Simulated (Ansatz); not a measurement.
**CFSi radical: geometry and frequencies at several levels, part 1 of 2**

The task, for CFSi radical: geometry and frequencies at several levels. Spin multiplicity 2.

Program: Ansatz 0.2.0. Level of theory: the levels named in each step. These are calculated values, not measurements.

## (1) The starting structure

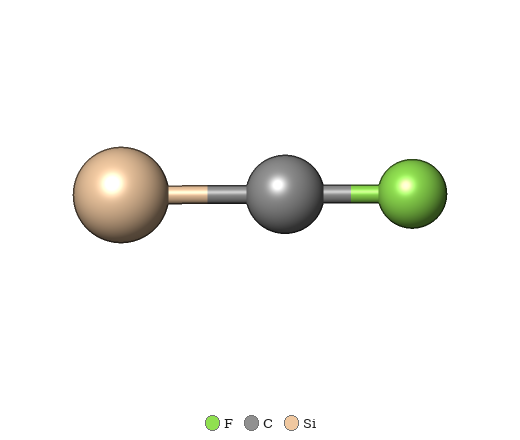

The starting structure, seen from a chosen angle (fluorine green, carbon grey, silicon light orange).

Coordinates:

```xyz
3

F     0.0000    0.0000   -1.4684
C     0.0000    0.0000   -0.1288
Si    0.0000    0.0000    1.5973
```

## (2) A rough first relaxation, PBE-D4/def2-SVP

File input.yaml:

```yaml
crystal:
  periodic: [false, false, false]
  atoms:
    - { symbol: F, position_ang: [0.0, 0.0, -1.46842] }
    - { symbol: C, position_ang: [0.0, 0.0, -0.12883] }
    - { symbol: Si, position_ang: [0.0, 0.0, 1.59725] }
magnetization:
  spin_polarized: true
  initial_magnetization: 1
basis:
  gaussian: { orbitals: def2-SVP }
hamiltonian:
  xc: pbe
  dispersion: d4
relax:
  f_tol: 0.03
  max_steps: 200
```

On the command line:

```bash
> ansatz run input.yaml --threads 2 --pin off --max-ram 5120MiB --backend cpu --events-out ev --progress --plain --runs-dir out
```

Output (excerpt; [...] marks lines left out):

```text
Warning: RAYON_NUM_THREADS=2 ignored (pool sized by the plan → 2); use --threads N
[...]
Functional definition: PBE
[...]
502 factors; their error is unknown
[...]
mean field -11613.97021380 eV, -426.8055331255 hartree, gradient 1.7e-5 eV, S^2 0.754759; 1 other end points of the search recorded, 0 dependent functions left out
[...]
reference -11613.97023365 eV, -426.8055338548 hartree; 15, 14 occupied and 31, 32 virtual orbitals, 502 factors
relax step   1: F+E_penalty+E_count = -11614.01826602 eV  Δ(F+E_penalty+E_count) = +0.000e0 eV  max|allowed force component| = 2.075e0 eV/Å  Δτ_max = 0.0000 Å  (53 SCF iters, accepted)
[...]
relax step   3: F+E_penalty+E_count = -11614.07404769 eV  Δ(F+E_penalty+E_count) = -1.117e-2 eV  max|allowed force component| = 1.571e-1 eV/Å  Δτ_max = 0.0178 Å  (33 SCF iters, accepted)
[...]
relax step   4: F+E_penalty+E_count = -11614.07429914 eV  Δ(F+E_penalty+E_count) = -2.515e-4 eV  max|allowed force component| = 6.671e-3 eV/Å  Δτ_max = 0.0023 Å  (36 SCF iters, accepted)
502 factors; their error is unknown
[...]
mean field -11614.02594192 eV, -426.8075810961 hartree, gradient 1.0e-5 eV, S^2 0.754359; 2 other end points of the search recorded, 0 dependent functions left out
[...]
reference -11614.02596215 eV, -426.8075818393 hartree; 15, 14 occupied and 31, 32 virtual orbitals, 502 factors
Total energy: -11614.07431937 eV, -426.8093589345 hartree
Atom 0 at     0.000000    -0.000000    -1.432929 Å, force     0.000000    -0.000000     0.006671 eV/Å
Atom 1 at    -0.000000     0.000000    -0.143698 Å, force    -0.000000     0.000000    -0.006052 eV/Å
Atom 2 at     0.000000    -0.000000     1.576628 Å, force     0.000000    -0.000000    -0.000620 eV/Å
Dipole moment:     0.000000    -0.000000    -0.057959 e Å
```

Run time: 3.1 s. Hardware: 2 threads of Intel Xeon Platinum 8488C (Sapphire Rapids), shared host; peak memory 0.13 GiB.

The steps of the relaxation:

```
step  energy from step 1 (eV)  largest force component (eV/Å)
   1                   0.0000                          2.0752
   2                  -0.0446                          0.9988
   3                  -0.0558                          0.1571
   4                  -0.0560                          0.0067
```

Step 1 is the start.

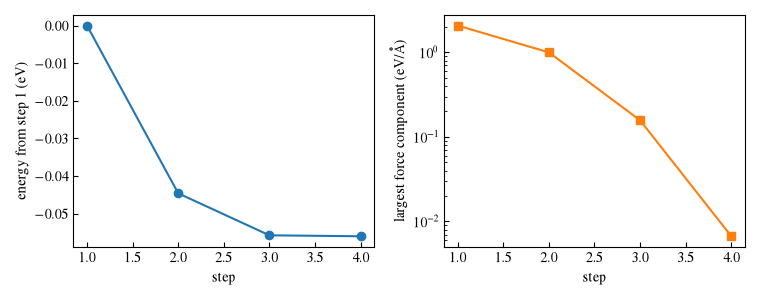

Energy and largest force along the relaxation.

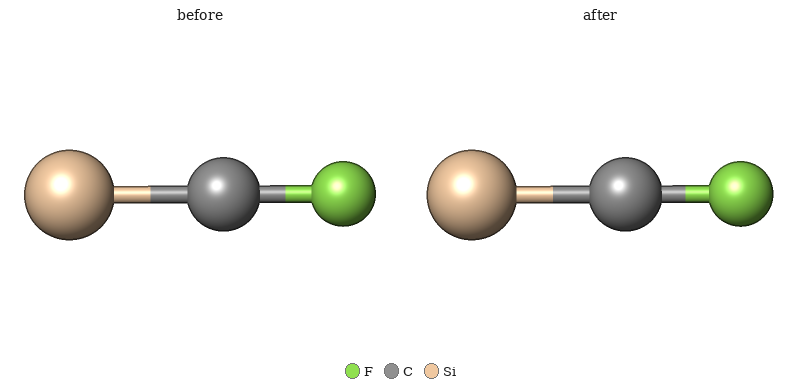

Before and after, at one scale.

Before: Bond lengths: F1–C2 1.340 Å, C2–Si3 1.726 Å. Angles: F1–C2–Si3 180.0°.

After: Bond lengths: F1–C2 1.289 Å, C2–Si3 1.720 Å. Angles: F1–C2–Si3 180.0°.

## (3) Relaxation, PBE0-D4/def2-TZVPP

File input.yaml:

```yaml
crystal:
  periodic: [false, false, false]
  atoms:
    - { symbol: F, position_ang: [0.0, 0.0, -1.43292947] }
    - { symbol: C, position_ang: [0.0, 0.0, -0.14369813] }
    - { symbol: Si, position_ang: [0.0, 0.0, 1.57662761] }
magnetization:
  spin_polarized: true
  initial_magnetization: 1
basis:
  gaussian: { orbitals: def2-TZVPP }
hamiltonian:
  xc: pbe0
  dispersion: d4
relax:
  f_tol: 0.002
  max_steps: 150
```

On the command line:

```bash
> ansatz run input.yaml --threads 2 --pin off --max-ram 5120MiB --backend cpu --events-out ev --progress --plain --runs-dir out
```

Output (excerpt; [...] marks lines left out):

```text
Warning: RAYON_NUM_THREADS=2 ignored (pool sized by the plan → 2); use --threads N
[...]
Functional definition: PBE0
[...]
627 factors; their error is unknown
[...]
mean field -11621.70026708 eV, -427.0896073437 hartree, gradient 2.1e-5 eV, S^2 0.758749; 2 other end points of the search recorded, 0 dependent functions left out
[...]
reference -11621.70028655 eV, -427.0896080594 hartree; 15, 14 occupied and 89, 90 virtual orbitals, 627 factors
relax step   1: F+E_penalty+E_count = -11621.74047972 eV  Δ(F+E_penalty+E_count) = +0.000e0 eV  max|allowed force component| = 1.082e0 eV/Å  Δτ_max = 0.0000 Å  (50 SCF iters, accepted)
[...]
relax step   4: F+E_penalty+E_count = -11621.76360267 eV  Δ(F+E_penalty+E_count) = +1.055e-4 eV  max|allowed force component| = 1.164e-1 eV/Å  Δτ_max = 0.0018 Å  (44 SCF iters, rejected (line search))
[...]
relax step   5: F+E_penalty+E_count = -11621.76372109 eV  Δ(F+E_penalty+E_count) = -1.294e-5 eV  max|allowed force component| = 9.444e-5 eV/Å  Δτ_max = 0.0006 Å  (29 SCF iters, accepted)
627 factors; their error is unknown
[...]
mean field -11621.72331937 eV, -427.0904545000 hartree, gradient 5.3e-5 eV, S^2 0.757433; 3 other end points of the search recorded, 0 dependent functions left out
[...]
reference -11621.72333879 eV, -427.0904552136 hartree; 15, 14 occupied and 89, 90 virtual orbitals, 627 factors
Total energy: -11621.76374051 eV, -427.0919399494 hartree
Atom 0 at     0.000000    -0.000000    -1.412846 Å, force    -0.000000    -0.000000    -0.000065 eV/Å
Atom 1 at    -0.000000     0.000000    -0.136801 Å, force     0.000000     0.000000     0.000094 eV/Å
Atom 2 at     0.000000    -0.000000     1.549646 Å, force    -0.000000    -0.000000    -0.000030 eV/Å
Dipole moment:     0.000000    -0.000000     0.040517 e Å
```

Run time: 9.1 s. Hardware: 2 threads of Intel Xeon Platinum 8488C (Sapphire Rapids), shared host; peak memory 0.19 GiB.

Step by step:

| step | E - E(step 1) (eV) | largest force component (eV/Å) |
| --- | --- | --- |
| 1 | 0.0000 | 1.0819 |
| 2 | -0.0186 | 0.5090 |
| 3 | -0.0232 | 0.0279 |
| 4 | -0.0231 | 0.1164 |
| 5 | -0.0232 | 0.0001 |

Step 1 is the start. Step 4 was tried and not accepted.

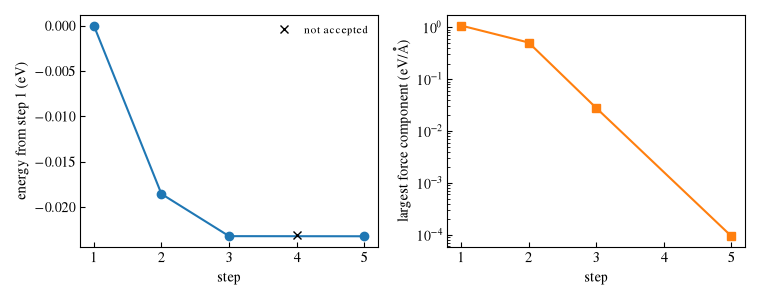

Energy and largest force along the relaxation.

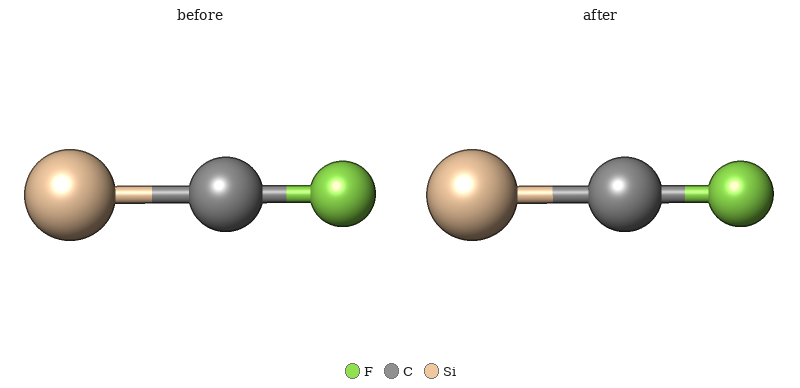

Before and after, at one scale. The change is too small to see at this scale.

Before: Bond lengths: F1–C2 1.289 Å, C2–Si3 1.720 Å. Angles: F1–C2–Si3 180.0°.

After: Bond lengths: F1–C2 1.276 Å, C2–Si3 1.686 Å. Angles: F1–C2–Si3 180.0°.

## (4) Frequencies, PBE0-D4/def2-TZVPP

File input.yaml:

```yaml
crystal:
  periodic: [false, false, false]
  atoms:
    - { symbol: F, position_ang: [0.0, 0.0, -1.4128455] }
    - { symbol: C, position_ang: [0.0, 0.0, -0.13680087] }
    - { symbol: Si, position_ang: [0.0, 0.0, 1.54964639] }
magnetization:
  spin_polarized: true
  initial_magnetization: 1
basis:
  gaussian: { orbitals: def2-TZVPP }
hamiltonian:
  xc: pbe0
  dispersion: d4
phonons: {}
```

On the command line:

```bash
> ansatz run input.yaml --threads 2 --pin off --max-ram 5120MiB --backend cpu --events-out ev --progress --plain --runs-dir out
```

Output (excerpt; [...] marks lines left out):

```text
Warning: RAYON_NUM_THREADS=2 ignored (pool sized by the plan → 2); use --threads N
[...]
Functional definition: PBE0
[...]
627 factors; their error is unknown
[...]
mean field -11621.72331937 eV, -427.0904544999 hartree, gradient 1.5e-5 eV, S^2 0.757433; 2 other end points of the search recorded, 0 dependent functions left out
[...]
reference -11621.72333879 eV, -427.0904552136 hartree; 15, 14 occupied and 89, 90 virtual orbitals, 627 factors
[...]
627 factors; their error is unknown
[...]
mean field -11621.72331688 eV, -427.0904544084 hartree, gradient 1.5e-6 eV, S^2 0.757434; 0 other end points of the search recorded, 0 dependent functions left out
[...]
reference -11621.72333630 eV, -427.0904551220 hartree; 15, 14 occupied and 89, 90 virtual orbitals, 627 factors
[...]
627 factors; their error is unknown
[...]
mean field -11621.72322227 eV, -427.0904509315 hartree, gradient 2.9e-6 eV, S^2 0.757503; 0 other end points of the search recorded, 0 dependent functions left out
[...]
reference -11621.72324169 eV, -427.0904516452 hartree; 15, 14 occupied and 89, 90 virtual orbitals, 627 factors
[...]
627 factors; their error is unknown
[...]
mean field -11621.72320047 eV, -427.0904501302 hartree, gradient 2.8e-6 eV, S^2 0.757366; 0 other end points of the search recorded, 0 dependent functions left out
[...]
reference -11621.72321988 eV, -427.0904508438 hartree; 15, 14 occupied and 89, 90 virtual orbitals, 627 factors
Total energy: -11621.76374051 eV, -427.0919399494 hartree
Atom 0 at     0.000000     0.000000    -1.412845 Å, force    -0.000000    -0.000000    -0.000066 eV/Å
Atom 1 at     0.000000     0.000000    -0.136801 Å, force     0.000000     0.000000     0.000087 eV/Å
Atom 2 at     0.000000     0.000000     1.549646 Å, force    -0.000000    -0.000000    -0.000022 eV/Å
Dipole moment:     0.000000     0.000000     0.040516 e Å
Vibrations: 267.66 317.13 693.26 1575.11 cm⁻¹, zero-point energy 0.176874 eV
```

Wall time 24 s (2 threads of Intel Xeon Platinum 8488C (Sapphire Rapids), shared host); peak memory 0.19 GiB.

Harmonic frequencies (cm⁻¹; negative: imaginary): 268, 317, 693, 1575.

## (5) Relaxation, PBE-D4/def2-TZVPP

Edit input.yaml of step 4 so:

```diff
@@ -12,4 +12,6 @@
 hamiltonian:
-  xc: pbe0
+  xc: pbe
   dispersion: d4
-phonons: {}
+relax:
+  f_tol: 0.002
+  max_steps: 150
```

On the command line:

```bash
> ansatz run input.yaml --threads 2 --pin off --max-ram 5120MiB --backend cpu --events-out ev --progress --plain --runs-dir out
```

Output (excerpt; [...] marks lines left out):

```text
Warning: RAYON_NUM_THREADS=2 ignored (pool sized by the plan → 2); use --threads N
[...]
Functional definition: PBE
[...]
624 factors; their error is unknown
[...]
mean field -11621.25599569 eV, -427.0732806714 hartree, gradient 1.9e-5 eV, S^2 0.754939; 1 other end points of the search recorded, 0 dependent functions left out
[...]
reference -11621.25602145 eV, -427.0732816181 hartree; 15, 14 occupied and 89, 90 virtual orbitals, 624 factors
relax step   1: F+E_penalty+E_count = -11621.30463385 eV  Δ(F+E_penalty+E_count) = +0.000e0 eV  max|allowed force component| = 7.696e-1 eV/Å  Δτ_max = 0.0000 Å  (56 SCF iters, accepted)
[...]
relax step   3: F+E_penalty+E_count = -11621.31849508 eV  Δ(F+E_penalty+E_count) = -3.043e-3 eV  max|allowed force component| = 1.298e-2 eV/Å  Δτ_max = 0.0093 Å  (37 SCF iters, accepted)
[...]
relax step   4: F+E_penalty+E_count = -11621.31849943 eV  Δ(F+E_penalty+E_count) = -4.345e-6 eV  max|allowed force component| = 2.209e-4 eV/Å  Δτ_max = 0.0004 Å  (25 SCF iters, accepted)
624 factors; their error is unknown
[...]
mean field -11621.27008016 eV, -427.0737982660 hartree, gradient 3.9e-5 eV, S^2 0.755220; 2 other end points of the search recorded, 0 dependent functions left out
[...]
reference -11621.27010597 eV, -427.0737992145 hartree; 15, 14 occupied and 89, 90 virtual orbitals, 624 factors
Total energy: -11621.31852524 eV, -427.0755785898 hartree
Atom 0 at    -0.000000    -0.000000    -1.430797 Å, force    -0.000000     0.000000    -0.000221 eV/Å
Atom 1 at     0.000000     0.000000    -0.138896 Å, force     0.000000    -0.000000     0.000119 eV/Å
Atom 2 at    -0.000000    -0.000000     1.569694 Å, force    -0.000000     0.000000     0.000102 eV/Å
Dipole moment:    -0.000000     0.000000     0.010459 e Å
```

Run time: 6.3 s. Hardware: 2 threads of Intel Xeon Platinum 8488C (Sapphire Rapids), shared host; peak memory 0.17 GiB.

The steps of the relaxation:

```
step  energy from step 1 (eV)  largest force component (eV/Å)
   1                   0.0000                          0.7696
   2                  -0.0108                          0.3501
   3                  -0.0139                          0.0130
   4                  -0.0139                          0.0002
```

Step 1 is the start.

Before: Bond lengths: F1–C2 1.276 Å, C2–Si3 1.686 Å. Angles: F1–C2–Si3 180.0°.

After: Bond lengths: F1–C2 1.292 Å, C2–Si3 1.709 Å. Angles: F1–C2–Si3 180.0°.

## (6) Frequencies, PBE-D4/def2-TZVPP

File input.yaml:

```yaml
crystal:
  periodic: [false, false, false]
  atoms:
    - { symbol: F, position_ang: [0.0, 0.0, -1.43079746] }
    - { symbol: C, position_ang: [0.0, 0.0, -0.13889628] }
    - { symbol: Si, position_ang: [0.0, 0.0, 1.56969376] }
magnetization:
  spin_polarized: true
  initial_magnetization: 1
basis:
  gaussian: { orbitals: def2-TZVPP }
hamiltonian:
  xc: pbe
  dispersion: d4
phonons: {}
```

On the command line:

```bash
> ansatz run input.yaml --threads 2 --pin off --max-ram 5120MiB --backend cpu --events-out ev --progress --plain --runs-dir out
```

Output (excerpt; [...] marks lines left out):

```text
Warning: RAYON_NUM_THREADS=2 ignored (pool sized by the plan → 2); use --threads N
[...]
Functional definition: PBE
[...]
624 factors; their error is unknown
[...]
mean field -11621.27008016 eV, -427.0737982660 hartree, gradient 2.1e-5 eV, S^2 0.755220; 1 other end points of the search recorded, 0 dependent functions left out
[...]
reference -11621.27010597 eV, -427.0737992145 hartree; 15, 14 occupied and 89, 90 virtual orbitals, 624 factors
[...]
624 factors; their error is unknown
[...]
mean field -11621.27007716 eV, -427.0737981560 hartree, gradient 2.4e-6 eV, S^2 0.755220; 0 other end points of the search recorded, 0 dependent functions left out
[...]
reference -11621.27010297 eV, -427.0737991045 hartree; 15, 14 occupied and 89, 90 virtual orbitals, 624 factors
[...]
624 factors; their error is unknown
[...]
mean field -11621.27000119 eV, -427.0737953638 hartree, gradient 2.5e-6 eV, S^2 0.755244; 0 other end points of the search recorded, 0 dependent functions left out
[...]
reference -11621.27002700 eV, -427.0737963125 hartree; 15, 14 occupied and 89, 90 virtual orbitals, 624 factors
[...]
624 factors; their error is unknown
mean field -11621.26996772 eV, -427.0737941341 hartree, gradient 2.4e-6 eV, S^2 0.755197; 0 other end points of the search recorded, 0 dependent functions left out
[...]
reference -11621.26999353 eV, -427.0737950825 hartree; 15, 14 occupied and 89, 90 virtual orbitals, 624 factors
Total energy: -11621.31852524 eV, -427.0755785898 hartree
Atom 0 at     0.000000     0.000000    -1.430797 Å, force    -0.000000     0.000000    -0.000221 eV/Å
Atom 1 at     0.000000     0.000000    -0.138896 Å, force     0.000000    -0.000000     0.000116 eV/Å
Atom 2 at     0.000000     0.000000     1.569694 Å, force    -0.000000     0.000000     0.000106 eV/Å
Dipole moment:    -0.000000     0.000000     0.010459 e Å
Vibrations: 237.57 293.37 652.78 1490.36 cm⁻¹, zero-point energy 0.165772 eV
```

Run time: 12 s. Hardware: 2 threads of Intel Xeon Platinum 8488C (Sapphire Rapids), shared host; peak memory 0.16 GiB.

Harmonic frequencies (cm⁻¹; negative: imaginary): 238, 293, 653, 1490.

## (7) Relaxation, r2SCAN-D4/def2-TZVPP

File input.yaml:

```yaml
crystal:
  periodic: [false, false, false]
  atoms:
    - { symbol: F, position_ang: [0.0, 0.0, -1.4128455] }
    - { symbol: C, position_ang: [0.0, 0.0, -0.13680087] }
    - { symbol: Si, position_ang: [0.0, 0.0, 1.54964639] }
magnetization:
  spin_polarized: true
  initial_magnetization: 1
basis:
  gaussian: { orbitals: def2-TZVPP }
hamiltonian:
  xc: r2scan
  dispersion: d4
relax:
  f_tol: 0.002
  max_steps: 150
```

On the command line:

```bash
> ansatz run input.yaml --threads 2 --pin off --max-ram 5120MiB --backend cpu --events-out ev --progress --plain --runs-dir out
```

Output (excerpt; [...] marks lines left out):

```text
Warning: RAYON_NUM_THREADS=2 ignored (pool sized by the plan → 2); use --threads N
[...]
Functional definition: r2SCAN
[...]
624 factors; their error is unknown
[...]
mean field -11626.49204674 eV, -427.2657019985 hartree, gradient 6.6e-5 eV, S^2 0.761729; 1 other end points of the search recorded, 0 dependent functions left out
[...]
reference -11626.49205645 eV, -427.2657023552 hartree; 15, 14 occupied and 89, 90 virtual orbitals, 624 factors
relax step   1: F+E_penalty+E_count = -11626.50229539 eV  Δ(F+E_penalty+E_count) = +0.000e0 eV  max|allowed force component| = 3.175e-1 eV/Å  Δτ_max = 0.0000 Å  (69 SCF iters, accepted)
[...]
relax step   3: F+E_penalty+E_count = -11626.50463920 eV  Δ(F+E_penalty+E_count) = -4.856e-4 eV  max|allowed force component| = 2.191e-3 eV/Å  Δτ_max = 0.0037 Å  (47 SCF iters, accepted)
[...]
relax step   4: F+E_penalty+E_count = -11626.50463932 eV  Δ(F+E_penalty+E_count) = -1.211e-7 eV  max|allowed force component| = 1.415e-5 eV/Å  Δτ_max = 0.0001 Å  (31 SCF iters, accepted)
624 factors; their error is unknown
[...]
mean field -11626.49439728 eV, -427.2657883790 hartree, gradient 1.3e-5 eV, S^2 0.762158; 4 other end points of the search recorded, 0 dependent functions left out
[...]
reference -11626.49440699 eV, -427.2657887358 hartree; 15, 14 occupied and 89, 90 virtual orbitals, 624 factors
Total energy: -11626.50464903 eV, -427.2661651239 hartree
Atom 0 at    -0.000000     0.000000    -1.420081 Å, force    -0.000000     0.000000    -0.000014 eV/Å
Atom 1 at     0.000000    -0.000000    -0.137631 Å, force     0.000000    -0.000000     0.000006 eV/Å
Atom 2 at    -0.000000     0.000000     1.557711 Å, force    -0.000000     0.000000     0.000008 eV/Å
Dipole moment:     0.000000    -0.000000     0.002176 e Å
```

Run time: 10 s. Hardware: 2 threads of Intel Xeon Platinum 8488C (Sapphire Rapids), shared host; peak memory 0.2 GiB.

Step by step:

```csv
step,energy from step 1 (eV),largest force component (eV/Å)
1,0.0000,0.3175
2,-0.0019,0.1427
3,-0.0023,0.0022
4,-0.0023,0.0000
```

Step 1 is the start.

Before: Bond lengths: F1–C2 1.276 Å, C2–Si3 1.686 Å. Angles: F1–C2–Si3 180.0°.

After: Bond lengths: F1–C2 1.282 Å, C2–Si3 1.695 Å. Angles: F1–C2–Si3 180.0°.

## (8) Frequencies, r2SCAN-D4/def2-TZVPP

File input.yaml:

```yaml
crystal:
  periodic: [false, false, false]
  atoms:
    - { symbol: F, position_ang: [0.0, 0.0, -1.42008064] }
    - { symbol: C, position_ang: [0.0, 0.0, -0.13763054] }
    - { symbol: Si, position_ang: [0.0, 0.0, 1.5577112] }
magnetization:
  spin_polarized: true
  initial_magnetization: 1
basis:
  gaussian: { orbitals: def2-TZVPP }
hamiltonian:
  xc: r2scan
  dispersion: d4
phonons: {}
```

On the command line:

```bash
> ansatz run input.yaml --threads 2 --pin off --max-ram 5120MiB --backend cpu --events-out ev --progress --plain --runs-dir out
```

Output (excerpt; [...] marks lines left out):

```text
Warning: RAYON_NUM_THREADS=2 ignored (pool sized by the plan → 2); use --threads N
[...]
Functional definition: r2SCAN
[...]
624 factors; their error is unknown
[...]
mean field -11626.49439728 eV, -427.2657883790 hartree, gradient 1.5e-5 eV, S^2 0.762158; 3 other end points of the search recorded, 0 dependent functions left out
[...]
reference -11626.49440699 eV, -427.2657887358 hartree; 15, 14 occupied and 89, 90 virtual orbitals, 624 factors
[...]
624 factors; their error is unknown
mean field -11626.49439390 eV, -427.2657882547 hartree, gradient 4.1e-6 eV, S^2 0.762158; 0 other end points of the search recorded, 0 dependent functions left out
[...]
reference -11626.49440360 eV, -427.2657886115 hartree; 15, 14 occupied and 89, 90 virtual orbitals, 624 factors
[...]
624 factors; their error is unknown
[...]
624 factors; their error is unknown
mean field -11626.49429614 eV, -427.2657846622 hartree, gradient 3.8e-6 eV, S^2 0.762253; 0 other end points of the search recorded, 0 dependent functions left out
[...]
reference -11626.49430585 eV, -427.2657850190 hartree; 15, 14 occupied and 89, 90 virtual orbitals, 624 factors
[...]
624 factors; their error is unknown
mean field -11626.49429260 eV, -427.2657845323 hartree, gradient 3.8e-6 eV, S^2 0.762065; 0 other end points of the search recorded, 0 dependent functions left out
[...]
reference -11626.49430231 eV, -427.2657848890 hartree; 15, 14 occupied and 89, 90 virtual orbitals, 624 factors
Total energy: -11626.50464903 eV, -427.2661651239 hartree
Atom 0 at     0.000000     0.000000    -1.420081 Å, force    -0.000000     0.000000    -0.000013 eV/Å
Atom 1 at     0.000000     0.000000    -0.137631 Å, force     0.000000    -0.000000     0.000006 eV/Å
Atom 2 at     0.000000     0.000000     1.557711 Å, force     0.000000     0.000000     0.000007 eV/Å
Dipole moment:    -0.000000    -0.000000     0.002176 e Å
Vibrations: 256.01 311.63 674.92 1535.87 cm⁻¹, zero-point energy 0.172241 eV
```

It took 21 s on 2 threads of Intel Xeon Platinum 8488C (Sapphire Rapids), shared host; peak memory 0.19 GiB.

Harmonic frequencies (cm⁻¹; negative: imaginary): 256, 312, 675, 1536.

(Continued in part 2 of 2.)
